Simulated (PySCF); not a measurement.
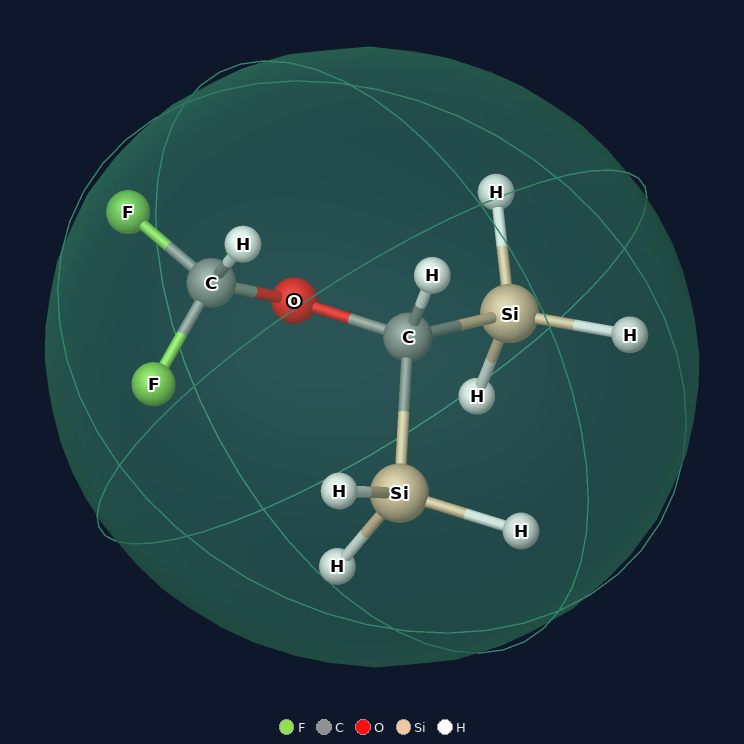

The ellipsoid shows the static dipole polarisability: its half-axes are proportional to the principal values. The geometry was computed by an optimisation with GFN2-xTB. No frequency run is at hand to confirm it as a minimum. Level of theory: CAM-B3LYP/def2-SVPD (PySCF 2.14.0).

### How large and how anisotropic is the polarisability?

Principal values 73.5, 87.5, 93.4 bohr³; mean 84.8 bohr³ (12.56 Å³); anisotropy 17.7 bohr³, so the longest axis is 1.27 times the shortest.

The geometry is semi-empirical. Around Si such bond lengths and angles can be off by a tenth of an ångström or more and by several degrees, and values that hang on the shape move with them.
